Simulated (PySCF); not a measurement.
Molecule: B(All)(Cl)2, SMILES C=CCB(Cl)Cl. Atoms near the plane z = 0.6 Å, at the B3LYP/def2-SVP optimised geometry (x, y, z in Å): B1 (-0.7, -0.3, 0.0), C2 (0.9, -0.3, 0.0), C3 (1.6, 0.9, 0.6), C4 (2.5, 0.8, 1.6), H6 (1.3, -1.3, 0.4), H7 (1.3, 1.8, 0.2), Cl10 (-1.6, 1.2, 0.0), Cl11 (-1.5, -1.8, -0.1).

Method: B3LYP/def2-TZVP run with PySCF. Cells within 0.4 Å of a nucleus heavier than hydrogen are left out (blank, or x). The values are rescaled to run from 0 to 1.

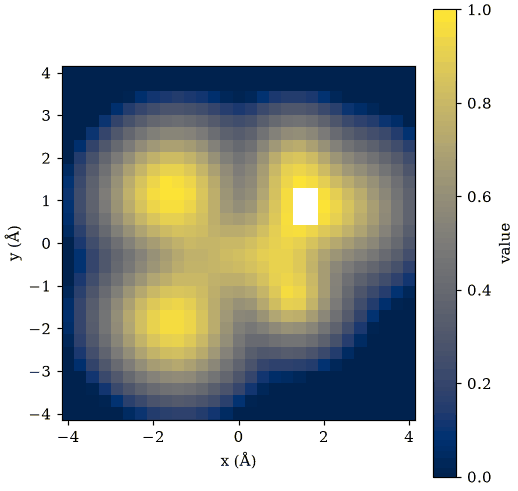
*a field on the plane z = 0.6 Å.*

Problem. Which quantity is mapped?
A. Laplacian of the electron density
B. electron localisation function
C. an orbital amplitude
D. log10 of the electron density

Solution. D, log10 of the electron density. In full: log10 of the electron density (e/bohr³), floored at −4.
